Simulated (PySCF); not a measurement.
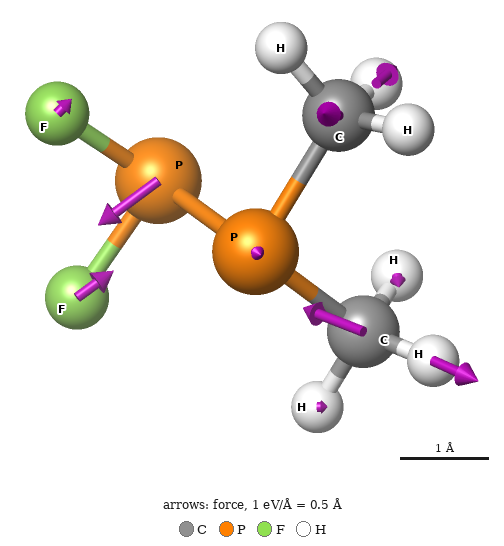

Starting geometry of C2H6F2P2 with the computed forces as purple arrows. The picture is a ball-and-stick view, seen at a tilt.

The start comes from GFN2-xTB. Its atoms were then displaced at random by about 0.01 Å.

Theory: PySCF 2.14.0, density-fitted response routines, PBE0-D3(BJ)/def2-SVP geometry optimisation, gas phase. 

Is this structure relaxed? If not, where do the atoms go?

It isn't relaxed: the largest force vector, on a C atom, is 1.92 eV/Å. The final displacements have little in common with the starting forces (cosine between the two patterns 0.23). The largest move after the best rigid fit is that of an F atom, 0.18 Å. By element the largest moves are F 0.18 Å, H 0.10 Å, C 0.07 Å, P 0.07 Å. Some distances before and after: F–P 1.657 → 1.619 Å, C–H 1.062 → 1.100 Å, P–P 2.204 → 2.228 Å, C–P 1.845 → 1.856 Å. Among the angles between lasting bonds that change: F–P–F 93.7° → 99.0°, C–P–P 92.3° → 96.0°, P–C–H 111.0° → 113.9°. Over 4 geometry steps the energy falls by 0.133 eV. Cost: 25 s on 1 thread of Arm Neoverse V2, on a shared host.
